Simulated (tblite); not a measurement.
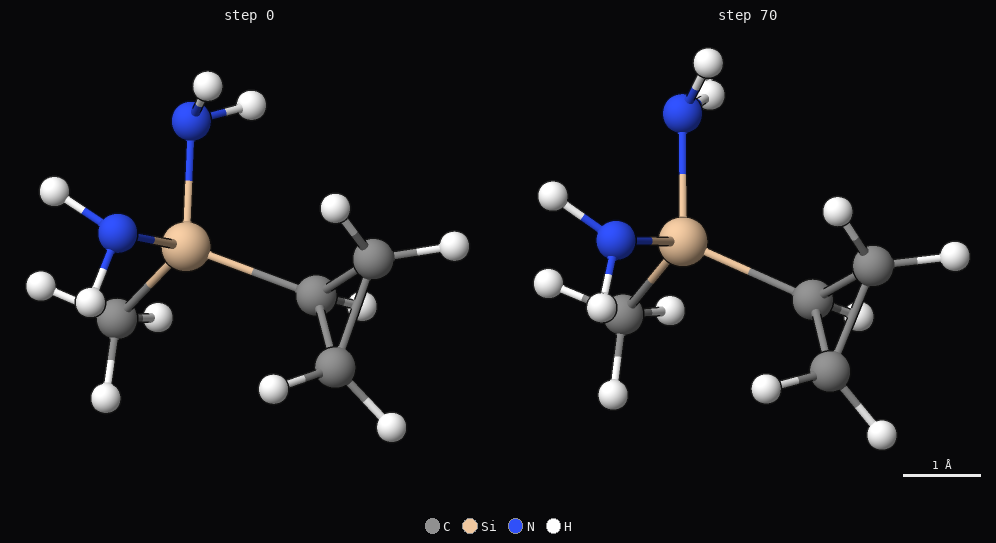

The structure of C$_{4}$H$_{12}$N$_{2}$Si before (left) and after (right) a relaxation, at one scale.

A ball-and-stick model, seen at a tilt.

Method: GFN2-xTB geometry optimisation, gas phase in tblite. 

Describe what moved and what it gained.

Answer. The atom that moves furthest after the best rigid fit is an H atom (0.65 Å). Largest moves by element: H 0.65 Å, N 0.17 Å, C 0.16 Å, Si 0.09 Å. Among the contacts that change: C–Si 1.830 → 1.905 Å, N–Si 1.668 → 1.733 Å, C–Si 1.855 → 1.893 Å, H–N 1.025 → 1.007 Å. Bond angles that change, for instance: Si–N–H 107.2° → 117.2°, Si–N–H 107.8° → 116.8°, N–Si–N 94.1° → 102.3°. Groups turn about N–Si by about 20°. Over 70 geometry steps the energy falls by 58.3 kJ/mol.
